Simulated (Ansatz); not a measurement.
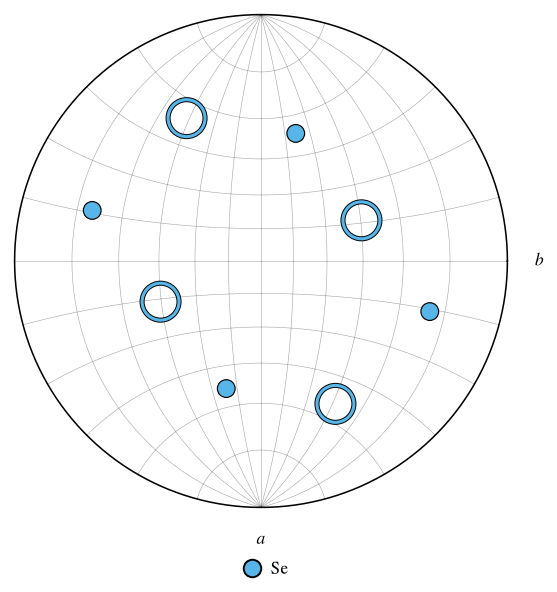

For SrCdBSe4, the end point of a relaxation with Ansatz, DFT, PAW plane waves, pbe; the starting structure was generated, so it need not be a known form of this composition: directions from one strontium atom at (0, 0, 0.012) to its bonded neighbours, in stereographic projection down c (filled: above the plane of the page or in it, open: below). Geometry calculated from the standardised cell; symmetry tolerance 0.002 Å.

Neighbours are counted up to 3.84 Å for Se; other elements are left out.

```
CELL_PARAMETERS angstrom
10.24919 0.00000 0.00000
0.00000 10.64433 0.00000
0.00000 0.00000 6.66015
ATOMIC_POSITIONS crystal
Sr 0.00000 0.00000 0.01174
Sr 0.50000 0.00000 0.01174
Cd 0.75000 0.83365 0.43803
Cd 0.25000 0.16635 0.43803
B 0.75000 0.20710 0.48324
B 0.25000 0.79290 0.48324
Se 0.41058 0.78738 0.67556
Se 0.58942 0.21262 0.67556
Se 0.08942 0.78738 0.67556
Se 0.91058 0.21262 0.67556
Se 0.75000 0.87457 0.82178
Se 0.25000 0.12543 0.82178
Se 0.75000 0.06556 0.27626
Se 0.25000 0.93444 0.27626
Sr 0.00000 0.50000 0.51174
Sr 0.50000 0.50000 0.51174
Cd 0.75000 0.33365 0.93803
Cd 0.25000 0.66635 0.93803
B 0.75000 0.70710 0.98324
B 0.25000 0.29290 0.98324
Se 0.41058 0.28738 0.17556
Se 0.58942 0.71262 0.17556
Se 0.08942 0.28738 0.17556
Se 0.91058 0.71262 0.17556
Se 0.75000 0.37457 0.32178
Se 0.25000 0.62543 0.32178
Se 0.75000 0.56556 0.77626
Se 0.25000 0.43444 0.77626
```

**How many neighbours are there, and at what angles?**

8: 2 Se at 3.15 Å, 2 Se at 3.19 Å, 2 Se at 3.31 Å, 2 Se at 3.37 Å. Angles between bonds: 62° (2×), 70° (4×), 71° (2×), 78° (2×), 79° (2×), 81° (2×), 90° (2×), 95° (1×), 113° (1×), 133° (1×), 137° (2×), 138° (2×), 140° (2×), 141° (2×), and larger ones.

**What is the site's symmetry in the crystal?**

Point group 2 (C2), order 2: one twofold axis. In Ama2, No. 40 this is Wyckoff position 4a.
